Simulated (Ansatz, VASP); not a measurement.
## GeBr2 in two plane-wave programs

Wanted: the spread between two codes on one cell, functional and k mesh. The cell is generated by rule, not measured, and may not be a known phase. The cell comes out of the VASP series on this material, whose earlier steps may have relaxed, scaled or displaced it; both programs get it as it stands.

Method: plane waves, with VASP 6.6.1 beside it; band structure at LDA, spin-orbit coupling, single point at LDA, spin-orbit coupling and band structure at LDA, in Ansatz 0.2.0.

The structure was built from a prototype and need not be the compound's stable phase.

## 1. Starting point

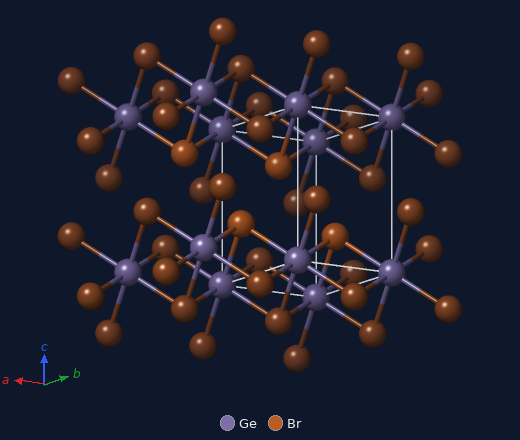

Start, viewed from a free direction; germanium purple, bromine orange. 2×1×1 cells are drawn. Some periodic images of atoms are drawn too.

Coordinates:

```cif
data_structure
_symmetry_space_group_name_H-M 'P-3m1'
_symmetry_Int_Tables_number 164
_cell_length_a 3.8042
_cell_length_b 3.8042
_cell_length_c 6.4061
_cell_angle_alpha 90.000
_cell_angle_beta 90.000
_cell_angle_gamma 120.000
_cell_volume 80.29
loop_
_atom_site_label
_atom_site_type_symbol
_atom_site_symmetry_multiplicity
_atom_site_Wyckoff_symbol
_atom_site_fract_x
_atom_site_fract_y
_atom_site_fract_z
_atom_site_occupancy
Ge1 Ge 1 a 0.00000 0.00000 0.00000 1
Br1 Br 2 d 0.33333 0.66667 0.25989 1
```

## 2. VASP: band structure, LDA, spin-orbit coupling

The same path points are solved in both programs, so levels can be compared one by one.

Lines of VASP's logs that name or quote its potential files are left out, and so is its time.

File INCAR:

```
SYSTEM = GeBr2
PREC = Accurate
ENCUT = 410
EDIFF = 1E-06
NELM = 100
ISMEAR = 0
SIGMA = 0.02
LREAL = .FALSE.
ALGO = Normal
GGA = CA
LNONCOLLINEAR = .TRUE.
MAGMOM = 0 0 0 0 0 0 0 0 0
NBANDS = 40
GGA_COMPAT = .FALSE.
LASPH = .TRUE.
LSORBIT = .TRUE.
LORBIT = 11
LWAVE = .FALSE.
LCHARG = .FALSE.
KPAR = 4
ISIF = 2
```

File POSCAR:

```
GeBr2
1.0
    3.8042312600      0.0000000000      0.0000000000
   -1.9021156300      3.2945609130      0.0000000000
    0.0000000000      0.0000000000      6.4061400000
Ge Br
1 2
Direct
    0.0000000000      0.0000000000      0.0000000000
    0.3333333330      0.6666666670      0.2598882568
    0.6666666670      0.3333333330      0.7401117432
```

File KPOINTS:

```
Automatic mesh
0
Gamma
8 8 4
0 0 0
```

File KPOINTS_OPT:

```
Line mode
16
Line-mode
Reciprocal
  0.00000000   0.00000000   0.00000000 GAMMA
  0.50000000   0.00000000   0.00000000 M

  0.50000000   0.00000000   0.00000000 M
  0.33333333   0.33333333   0.00000000 K

  0.33333333   0.33333333   0.00000000 K
  0.00000000   0.00000000   0.00000000 GAMMA

  0.00000000   0.00000000   0.00000000 GAMMA
  0.00000000   0.00000000   0.50000000 A

  0.00000000   0.00000000   0.50000000 A
  0.50000000   0.00000000   0.50000000 L

  0.50000000   0.00000000   0.50000000 L
  0.33333333   0.33333333   0.50000000 H

  0.33333333   0.33333333   0.50000000 H
  0.00000000   0.00000000   0.50000000 A

  0.50000000   0.00000000   0.50000000 L
  0.50000000   0.00000000   0.00000000 M

  0.33333333   0.33333333   0.00000000 K
  0.33333333   0.33333333   0.50000000 H
```

PAW data sets: Ge_d and Br (LDA family, release 64).

The run is started by

```bash
$ mpirun -np 4 vasp_ncl
```

Numbers of over 12 decimals in the logs are rounded to 6 here.

Output:

```text
[banner, memory and clock lines left out]
running    4 mpi-ranks, on    1 nodes
 distrk:  each k-point on    1 cores,    4 groups
 distr:  one band on    1 cores,    1 groups

 POSCAR found type information on POSCAR GeBr
 POSCAR found :  2 types and       3 ions
 LDA part: xc-table for (Slater(with rela. corr.)+CA(PZ))
 , standard interpolation
 POSCAR, INCAR and KPOINTS ok, starting setup
 FFT: planning ... GRIDC
 FFT: planning ... GRID_SOFT
 FFT: planning ... GRID
 WAVECAR not read
 entering main loop
       N       E                     dE             d eps       ncg     rms          rms(c)
DAV:   1     0.258723574857E+03    0.25872E+03   -0.11067E+04  3688   0.209E+03
DAV:   2     0.332053744281E+02   -0.22552E+03   -0.21336E+03  3024   0.661E+02
DAV:   3    -0.882574918067E+01   -0.42031E+02   -0.41356E+02  3352   0.155E+02
DAV:   4    -0.111983130325E+02   -0.23726E+01   -0.23666E+01  3328   0.472E+01
DAV:   5    -0.112523493533E+02   -0.54036E-01   -0.54028E-01  3368   0.694E+00    0.582E+00
DAV:   6    -0.111186710379E+02    0.13368E+00   -0.17325E-01  3824   0.388E+00    0.367E+00
DAV:   7    -0.111144120728E+02    0.42590E-02   -0.80096E-02  3432   0.152E+00    0.121E+00
DAV:   8    -0.111134995377E+02    0.91254E-03   -0.45415E-03  3800   0.689E-01    0.496E-01
DAV:   9    -0.111134347700E+02    0.64768E-04   -0.97548E-04  3360   0.239E-01    0.109E-01
DAV:  10    -0.111134309666E+02    0.38034E-05   -0.11005E-04  3552   0.114E-01    0.240E-02
DAV:  11    -0.111134318027E+02   -0.83609E-06   -0.29598E-05  3192   0.403E-02    0.941E-03
DAV:  12    -0.111134320299E+02   -0.22728E-06   -0.19924E-06  3016   0.121E-02
   1 F= -.11113432E+02 E0= -.11113432E+02  d E =-.109270E-18  mag=    -0.0000     0.0000    -0.0000
 Start KPOINTS_OPT (optional k-point list driver)
k-point batch [1-35\144]
       N       E                     dE             ncg
DAV:   1    -0.694014220503E+03   -0.21708E+05     3776
DAV:   2    -0.853497806029E+04   -0.78410E+04     3008
DAV:   3    -0.996014913067E+04   -0.14252E+04     3336
DAV:   4    -0.100376902148E+05   -0.77541E+02     3368
DAV:   5    -0.100393931565E+05   -0.17029E+01     3368
DAV:   6    -0.100394449011E+05   -0.51745E-01     3600
DAV:   7    -0.100394468643E+05   -0.19632E-02     3472
DAV:   8    -0.100394469637E+05   -0.99416E-04     3712
DAV:   9    -0.100394469656E+05   -0.18325E-05     2112
DAV:  10    -0.100394469656E+05   -0.76123E-07     2184
[...]
k-point batch [141-144\144]
       N       E                     dE             ncg
DAV:   1     0.234844834588E+05   -0.36288E+04      448
DAV:   2     0.226067974234E+05   -0.87769E+03      344
DAV:   3     0.224426475209E+05   -0.16415E+03      352
DAV:   4     0.224329330819E+05   -0.97144E+01      384
DAV:   5     0.224327005565E+05   -0.23253E+00      384
DAV:   6     0.224326932044E+05   -0.73521E-02      408
DAV:   7     0.224326929585E+05   -0.24591E-03      384
DAV:   8     0.224326929425E+05   -0.15999E-04      440
DAV:   9     0.224326929421E+05   -0.39397E-06      256
```

OUTCAR, selected parts (step 2):

```text
ion  position               nearest neighbor table
   1  0.000  0.000  0.000-   2 2.76   3 2.76   2 2.76   3 2.76   3 2.76   2 2.76
   2  0.333  0.667  0.260-   1 2.76   1 2.76   1 2.76
   3  0.667  0.333  0.740-   1 2.76   1 2.76   1 2.76

  LATTYP: Found a hexagonal cell.
 ALAT       =     3.8042312600
 C/A-ratio  =     1.6839512538

 Subroutine GETGRP returns: Found 12 space group operations
 (whereof 12 operations were pure point group operations)

The static configuration has the point symmetry D_3d.

 Found     35 irreducible k-points:

   k-points           NKPTS =     35   k-points in BZ     NKDIM =     35   number of bands    NBANDS=     40

   dimension x,y,z NGX =    28 NGY =   28 NGZ =   42
   dimension x,y,z NGXF=    56 NGYF=   56 NGZF=   84

   ENCUT  =  410.0 eV  30.13 Ry    5.49 a.u.   6.28  6.28 10.58*2*pi/ulx,y,z

   NELECT =      28.0000    total number of electrons

 k-points in reciprocal lattice and weights: Automatic mesh
   0.00000000  0.00000000  0.00000000       0.004
   0.12500000  0.00000000  0.00000000       0.023
   0.25000000  0.00000000  0.00000000       0.023
   0.37500000  0.00000000  0.00000000       0.023
   0.50000000  0.00000000  0.00000000       0.012
   0.12500000  0.12500000  0.00000000       0.023
   0.25000000  0.12500000  0.00000000       0.047
   0.37500000  0.12500000  0.00000000       0.047
   0.25000000  0.25000000  0.00000000       0.023
[...]
0.25000000  0.25000000  0.50000000       0.023
   0.37500000  0.25000000  0.50000000       0.023

 average (electrostatic) potential at core
       1 -77.4891       2 -69.0848       3 -69.0848

 E-fermi :   2.4538

 k-point     1 :       0.0000    0.0000    0.0000
  band No.  band energies     occupation
    ...
     24       0.7430      1.00000
     25       0.7664      1.00000
     26       0.7664      1.00000
     27       0.9817      1.00000
     28       0.9817      1.00000
     29       4.6145      0.00000
     30       4.6145      0.00000
     31       5.5932      0.00000
     32       5.5932      0.00000
     33       5.8067      0.00000
    ...

 k-point     2 :       0.1250    0.0000    0.0000
  band No.  band energies     occupation
    ...
     24       0.4858      1.00000
     25       0.8135      1.00000
     26       0.8135      1.00000
     27       1.8465      1.00000
     28       1.8465      1.00000
     29       4.9942      0.00000
     30       4.9942      0.00000
     31       5.3867      0.00000
     32       5.3867      0.00000
     33       5.8297      0.00000
    ...

 k-point     3 :       0.2500    0.0000    0.0000
  band No.  band energies     occupation
    ...
     24       0.2967      1.00000
     25       0.7355      1.00000
     26       0.7355      1.00000
     27       1.9480      1.00000
     28       1.9480      1.00000
     29       4.8277      0.00000
     30       4.8277      0.00000
     31       5.9377      0.00000
     32       5.9377      0.00000
     33       6.0928      0.00000
    ...

  Total        0.7469867      0.7469867     -0.2922110     -0.0000000      0.0000000      0.0000000
  in kB       14.9060494     14.9060494     -5.8310431     -0.0000000      0.0000000      0.0000000
  external PRESSURE =       7.9936852 kB  Pullay stress =       0.0000000 kB

  energy-cutoff  :      410.00
  volume of cell :       80.29
      direct lattice vectors                 reciprocal lattice vectors
     3.804231260  0.000000000  0.000000000     0.262865197  0.151765292  0.000000000
    -1.902115630  3.294560913  0.000000000     0.000000000  0.303530585  0.000000000
     0.000000000  0.000000000  6.406140000     0.000000000  0.000000000  0.156100241

 POSITION                                       TOTAL-FORCE (eV/Angst)
 -----------------------------------------------------------------------------------
      0.00000      0.00000      0.00000         0.000000      0.000000      0.000000
     -0.00000      2.19637      1.66488        -0.000000      0.000000      0.006385
      1.90212      1.09819      4.74126         0.000000     -0.000000     -0.006385
 -----------------------------------------------------------------------------------
    total drift:                               -0.000000     -0.000000      0.000000

  FREE ENERGIE OF THE ION-ELECTRON SYSTEM (eV)
  ---------------------------------------------------
  free  energy   TOTEN  =       -11.1134320299 eV

  energy  without entropy=      -11.1134320299  energy(sigma->0) =      -11.11343203

 Spin-Orbit-Coupling matrix elements
 Ion:    1  E_soc:     -0.0140412
 Ion:    2  E_soc:     -0.0602018
 Ion:    3  E_soc:     -0.0602018

 total charge
# of ion       s       p       d       tot
------------------------------------------
    1        1.432   0.624  10.033  12.088
    2        1.625   3.183   0.021   4.830
    3        1.625   3.183   0.021   4.830
--------------------------------------------------
tot          4.681   6.990  10.076  21.747

 magnetization (x)
# of ion       s       p       d       tot
------------------------------------------
    1       -0.000   0.000   0.000  -0.000
    2        0.000   0.000   0.000   0.000
    3        0.000   0.000   0.000   0.000
--------------------------------------------------
tot         -0.000   0.000   0.000  -0.000

 magnetization (y)
# of ion       s       p       d       tot
------------------------------------------
    1        0.000   0.000   0.000   0.000
    2        0.000   0.000   0.000   0.000
    3        0.000   0.000   0.000   0.000
--------------------------------------------------
tot          0.000   0.000   0.000   0.000

 magnetization (z)
# of ion       s       p       d       tot
------------------------------------------
    1        0.000   0.000   0.000   0.000
    2        0.000   0.000   0.000   0.000
    3        0.000   0.000   0.000   0.000
--------------------------------------------------
tot          0.000   0.000   0.000   0.000

[... 3 further parts left out ...]
```

The run ends at a pressure of 0.80 GPa, with forces up to 0.0064 eV/Å.

## 3. Ansatz: band structure, LDA, spin-orbit coupling

Ansatz runs on its fully relativistic PAW (standard-fr) files.

The same cell, functional (in two slightly different forms), mesh and smearing now go to Ansatz, which takes its cutoff from its data sets.

File input.yaml:

```yaml
crystal:
  lattice:
    - [3.80423126, 0.0, 0.0]
    - [-1.90211563, 3.294560913, 0.0]
    - [0.0, 0.0, 6.40614]
  atoms:
    - { symbol: Ge, position: [0.0, 0.0, 0.0] }
    - { symbol: Br, position: [0.333333333, 0.666666667, 0.2598882568] }
    - { symbol: Br, position: [0.666666667, 0.333333333, 0.7401117432] }
hamiltonian:
  xc: lda
  pseudopotentials: { kind: paw_fr }
magnetization:
  noncollinear: true
  spin_orbit: true
kpoints:
  mp_grid: { grid: [8, 8, 4] }
  band_path:
    path:
      - [0.0, 0.0, 0.0]
      - [0.13333, 0.0, 0.0]
      - [0.3, 0.0, 0.0]
      - [0.46667, 0.0, 0.0]
      - [0.46667, 0.06667, 0.0]
      - [0.41111, 0.17778, 0.0]
      - [0.35556, 0.28889, 0.0]
      - [0.28889, 0.28889, 0.0]
      - [0.17778, 0.17778, 0.0]
      - [0.06667, 0.06667, 0.0]
      - [0.0, 0.0, 0.03333]
      - [0.0, 0.0, 0.2]
      - [0.0, 0.0, 0.36667]
      - [0.0, 0.0, 0.5]
      - [0.16667, 0.0, 0.5]
      - [0.3, 0.0, 0.5]
      - [0.46667, 0.0, 0.5]
      - [0.46667, 0.06667, 0.5]
      - [0.41111, 0.17778, 0.5]
      - [0.35556, 0.28889, 0.5]
      - [0.28889, 0.28889, 0.5]
      - [0.17778, 0.17778, 0.5]
      - [0.06667, 0.06667, 0.5]
      - [0.02222, 0.02222, 0.5]
      - [0.5, 0.0, 0.46667]
      - [0.5, 0.0, 0.3]
      - [0.5, 0.0, 0.13333]
      - [0.33333, 0.33333, 0.0]
      - [0.33333, 0.33333, 0.16667]
      - [0.33333, 0.33333, 0.33333]
      - [0.33333, 0.33333, 0.5]
    npoints: 1
scf:
  occupations: { method: gaussian, width: 0.02 }
  n_extra_bands: 14
output:
  forces: true
  stress: true
  eigenvalues: true
```

The run is started by

```bash
$ ansatz run input.yaml --threads 2 --pin off --max-ram 4608MiB --backend cpu --events-out ev --progress --plain --runs-dir out
```

Output:

```text
scf.n_extra_bands = 14 over 28 filled bands (N_el = 28.0): the run solves 42 bands
Engine: ansatz 0.2.0, aarch64-unknown-linux-gnu
Pseudopotentials: kind: paw_fr
Pseudopotential: Ge, paw_fr, valence charge 14, recommended cutoff 420 eV (normal), Ge.paw.azcp#standard-fr
Pseudopotential: Br, paw_fr, valence charge 7, recommended cutoff 420 eV (normal), Br.paw.azcp#standard-fr
Functional definition: SPW92
  exchange = slater_x
  correlation = pw_c
non-collinear run that drives no moment, with spin-orbit: no starting moment large enough to seed its density (crystal.atoms[].spin), no starting occupations that ask for one, no magnetisation constraint and no magnetic field, so the semilocal B_xc is pinned to zero
Crystal: 3 atoms, lattice volume = 80.290 Å³
Basis set: ecut = 420 eV, 1557 PW (Γ)
Bands: 42, of which v1, the nominal top of the filled ones, is band 28 counted from 1 (27 counted from 0)
Symmetry: 12 space group operations + 12 with time reversal
Magnetic group: BNS 164.86 (UNI 1316), of the structure as read, at distance tolerance 4.3e-5 Å
k-points: 35 of 256
Projection manifold: j_resolved (fully-relativistic pseudo-atomic orbitals)
Non-local potential: Ge, projectors of the file, l = 0: 2, l = 1: 4, l = 2: 6, l = 3: 2
Non-local potential: Br, projectors of the file, l = 0: 2, l = 1: 4, l = 2: 4
PAW form: soft (Blöchl's): semilocal exchange-correlation on the pseudo side does not see the compensation charge
PAW frozen core: Ge, regenerated for the run's functional, and the local potential with it (the file was generated under x = pbe(κ = 0.804, μ = 0.219515), c = pbe(β = 0.066725))
PAW frozen core: Br, regenerated for the run's functional, and the local potential with it (the file was generated under x = pbe(κ = 0.804, μ = 0.219515), c = pbe(β = 0.066725))
PAW one-centre angular grid: Ge, 590 points (default); XC on 64 Gauss nodes
PAW one-centre angular grid: Br, 110 points (default); XC on 64 Gauss nodes
Initial density: superposition of atomic densities (chi_scale 0.1, normalization cell, long waves kept (reshape's long-wave potential 0.23 eV rms))
Initial wavefunctions: pseudopotential atomic-orbital guess
Functional: x = slater, c = lda
SCF iter   1: F=—  HF=-9606.685413 eV  |F-HF|=—  |Δ(HF+E_count)|=         —  Δρ=3.48e-2  dr2=3.38e0  dr2_m=0.00e0 (ungated)  ethr=3.10e-3  |M|=0.00e0 ∫|m|=0.00e0 μB  |m|>n=0.0e0 m-floor=0.0e0 τ_xc=0.0e0  β_m=0.30  ⟨swp⟩=9.1  Hψ=4018  notcnv=0  defer=30
preconditioner: auto → Resta (q_TF=auto, 2.289 Å⁻¹)  ε∞=3.2  [insulator: Δε(μ)=1.473 eV  Ē_g=11.977 eV  σ=0.020 eV  W_gap=1.00  n_scr=22 (ndim 8)  ℏωp=17.6 eV  f_vac=0.019  D(μ)=0.00/eV (n_scr^D=0)  ε∞_Penn≈3.2]
spin=Noncollinear: Resta preconditioning applied to the charge; magnetization (m_x, m_y, m_z) channels mix plain (no charge-response kernel on spin).
SCF iter   2: F=—  HF=-9605.998640 eV  |F-HF|=—  |Δ(HF+E_count)|=   6.87e-1  Δρ=1.77e-2  dr2=7.36e-1  dr2_m=0.00e0 (ungated)  ethr=3.10e-3  |M|=0.00e0 ∫|m|=0.00e0 μB  |m|>n=0.0e0 m-floor=0.0e0 τ_xc=0.0e0  β_m=0.42  ⟨swp⟩=3.7  Hψ=1490  notcnv=0  defer=260
SCF iter   3: F=—  HF=-9605.800884 eV  |F-HF|=—  |Δ(HF+E_count)|=   1.98e-1  Δρ=6.27e-3  dr2=3.65e-2  dr2_m=0.00e0 (ungated)  ethr=2.63e-3  |M|=0.00e0 ∫|m|=0.00e0 μB  |m|>n=0.0e0 m-floor=0.0e0 τ_xc=0.0e0  β_m=0.60  ⟨swp⟩=2.3  Hψ=874  notcnv=0  defer=260
SCF iter   4: F=—  HF=-9605.789192 eV  |F-HF|=—  |Δ(HF+E_count)|=   1.17e-2  Δρ=1.16e-3  dr2=1.19e-3  dr2_m=0.00e0 (ungated)  ethr=1.30e-4  |M|=0.00e0 ∫|m|=0.00e0 μB  |m|>n=0.0e0 m-floor=0.0e0 τ_xc=0.0e0  β_m=0.62  ⟨swp⟩=2.8  Hψ=1520  notcnv=0  defer=258
SCF iter   5: F=—  HF=-9605.789199 eV  |F-HF|=—  |Δ(HF+E_count)|=   7.72e-6  Δρ=3.85e-4  dr2=1.07e-4  dr2_m=0.00e0 (ungated)  ethr=4.24e-6  |M|=0.00e0 ∫|m|=0.00e0 μB  |m|>n=0.0e0 m-floor=0.0e0 τ_xc=0.0e0  β_m=0.75  ⟨swp⟩=2.0  Hψ=1096  notcnv=0  defer=258
SCF iter   6: F=—  HF=-9605.789256 eV  |F-HF|=—  |Δ(HF+E_count)|=   5.67e-5  Δρ=1.08e-4  dr2=9.39e-6  dr2_m=0.00e0 (ungated)  ethr=3.81e-7  |M|=0.00e0 ∫|m|=0.00e0 μB  |m|>n=0.0e0 m-floor=0.0e0 τ_xc=0.0e0  β_m=0.76  ⟨swp⟩=2.2  Hψ=979  notcnv=0  defer=258
SCF iter   7: F=—  HF=-9605.789256 eV  |F-HF|=—  |Δ(HF+E_count)|=   1.78e-7  Δρ=2.64e-5  dr2=6.28e-7  dr2_m=0.00e0 (ungated)  ethr=3.35e-8  |M|=0.00e0 ∫|m|=0.00e0 μB  |m|>n=0.0e0 m-floor=0.0e0 τ_xc=0.0e0  β_m=0.88  ⟨swp⟩=1.9  Hψ=816  notcnv=0  defer=258
SCF iter   8: F=-9605.789256 eV  HF=-9605.789256 eV  |F-HF|=2.43e-9  |Δ(HF+E_count)|=   5.21e-7  Δρ=5.34e-6  dr2=2.47e-8  dr2_m=0.00e0 (ungated)  ethr=3.57e-10  |M|=0.00e0 ∫|m|=0.00e0 μB  |m|>n=0.0e0 m-floor=0.0e0 τ_xc=0.0e0  ⟨swp⟩=13.1  Hψ=4127  notcnv=0
SCF 1 converged in 8 iterations: F = -9605.789256 eV  dr2 = 2.47e-8
  greatest PAW one-centre occupation: 0.998 electrons in one spin orbital (limit 2), on the Ge atom at site 0 (counted from 0), in its partial waves of l = 2
NSCF: frozen V_eff on 31 k-points
SCF converged after 8 iterations
Magnetization: |M| = 0.0000 μB,  M = (+0.0000, +0.0000, +0.0000) μB
Absolute magnetization: 0.0000 μB (∫|m|)
  site 0: m = (+0.0000, +0.0000, +0.0000) μB, |m| = 0.0000 μB  (R = 1.14 Å)
  site 1: m = (+0.0000, +0.0000, +0.0000) μB, |m| = 0.0000 μB  (R = 1.14 Å)
  site 2: m = (+0.0000, +0.0000, +0.0000) μB, |m| = 0.0000 μB  (R = 1.14 Å)
Free energy (F): -9605.789256 eV
Harris-Foulkes:  -9605.789256 eV  (|F-HF|=2.43e-9)
Internal energy: -9605.789256 eV  (E = F + TS)
E sigma→0 (E₀):  -9605.789256 eV
Fermi energy:    5.712489 eV
--- Per-component energies (eV) ---
  E_band       = -218.291216
  E_kinetic    = 377.330140
  E_local      = -3389.469585  (includes V_loc(G=0)·N_el)
  E_nonlocal   = 558.793617
  E_hartree    = 1418.204453
  E_xc         = -597.175762
  E_vxc        = -274.068350  (∫ρ·V_xc dr)
  E_paw        = -6256.213449  (= ΣΔE_a)
  E_vpaw       = -327.284567  (= ΣTr[D̂ρ^β])
  E_aug_tail   = 0.000341  (compensation charges beyond the density's cutoff)
  E_ewald      = -1719.586976
  E_core_change = 2.327964  (= ΣΔE_core)
  E_smearing   = -0.000000  (= −TS)
  E_closure    = -0.000000  (closes the sum)
  Σ components = -9605.789256   (vs F -9605.789256, Δ=0.00e0)
--- Forces (eV/Å), atoms counted from 1 ---
  atom   1  Ge     0.00000000     0.00000000     0.00000000
  atom   2  Br     0.00000000    -0.00000000    -0.01055679
  atom   3  Br     0.00000000     0.00000000     0.01055679
  max |Σ_I F_I| component: 1.85e-17 eV/Å
--- Stress (GPa, compression-positive) ---
        1.531341       0.000000      -0.000000
        0.000000       1.531341       0.000000
       -0.000000       0.000000      -0.539140
  P = ⅓ Tr σ = 0.8412 GPa (8.412 kbar)
--- Band table (eV; the first three rows and the last of 35) ---
  k-point 0: bands = [... 24 lower, 3.1936, 3.1936, 3.3949, 3.3949, 7.0359, 7.0359, 8.0187, 8.0187, ... 10 higher]
  k-point 1: bands = [... 24 lower, 3.2830, 3.2830, 4.2347, 4.2347, 6.8753, 6.8753, 7.9465, 7.9465, ... 10 higher]
  k-point 2: bands = [... 24 lower, 3.3292, 3.3292, 4.7499, 4.7499, 6.6751, 6.6751, 7.8770, 7.8770, ... 10 higher]
  k-point 34: bands = [... 24 lower, 2.7277, 2.7277, 4.2536, 4.2536, 7.6730, 7.6730, 7.7749, 7.7749, ... 10 higher]
```

Wall time 15 s (2 threads of Arm Neoverse V2, shared host); peak memory 0.53 GiB.

(Continued in part 2 of 2.)

[Lines on the potential files, build, host, timing and source positions are cut from VASP's logs without a mark.]

[Logs are printed without paths, hosts, clocks, repeated set-up lines and the standing remarks that a program may print on its own settings, such as how far it seeks lower states.]

[Hosts, paths, dates, database ids (printed as entryN), source tags and the programs' standing remarks are cut or masked in the printed files.]
